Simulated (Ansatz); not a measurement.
Reaction (SMILES): [C-]#[S+] (C-S) → CS+ (doublet, bonded as [C-]#[S+]) + e-
B3LYP-D3(BJ)/def2-TZVP geometries, fixed; electronic energies without zero-point terms.
Largest species:
```xyz
2

C      0.0000     0.0000    -1.1142
S      0.0000     0.0000     0.4178
```
Charge 0, spin multiplicity 1.

Basis-set convergence of the adiabatic ionisation energy at MP2 with Ansatz (a quantum-chemistry and plane-wave program). Cartesian d functions, on some or all atoms, in 6-311+G**; all else is spherical. Cores are frozen. The T1 diagnostic of CCSD is high for at least one species. An unrestricted Hartree-Fock determinant is markedly spin-contaminated. Open shells are unrestricted. No added dispersion term, no relativity. Functions are those of the species that has most. Reference: Hartree-Fock in aug-cc-pV(Q+d)Z plus the correlation part extrapolated as X^-3 from aug-cc-pV(T+d)Z and aug-cc-pV(Q+d)Z, 12.311 eV, itself unsure by roughly 0.032 eV (a third of the extrapolation step and of the last Hartree-Fock step). Deviations are taken from unrounded values.

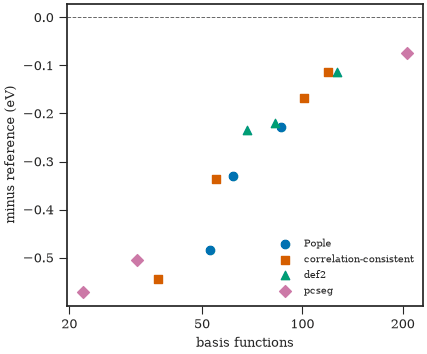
Figure. Deviation from the reference against the number of basis functions, by family of sets.

```
basis              functions  adiabatic ionisation energy (eV)  minus reference (eV)
-----------------  ---------  --------------------------------  --------------------
pcseg-0                   22                            11.740                -0.571
pcseg-1                   32                            11.806                -0.505
cc-pV(D+d)Z               37                            11.766                -0.545
6-311+G**                 53                            11.827                -0.484
aug-cc-pV(D+d)Z           55                            11.974                -0.336
6-311++G(2d,2p)           62                            11.981                -0.330
def2-TZVP                 68                            12.077                -0.234
def2-TZVPD                83                            12.090                -0.220
6-311++G(3df,3pd)         86                            12.083                -0.228
aug-cc-pV(T+d)Z          101                            12.144                -0.167
cc-pV(Q+d)Z              119                            12.196                -0.115
def2-QZVPP               127                            12.197                -0.114
pcseg-4                  206                            12.237                -0.074
```
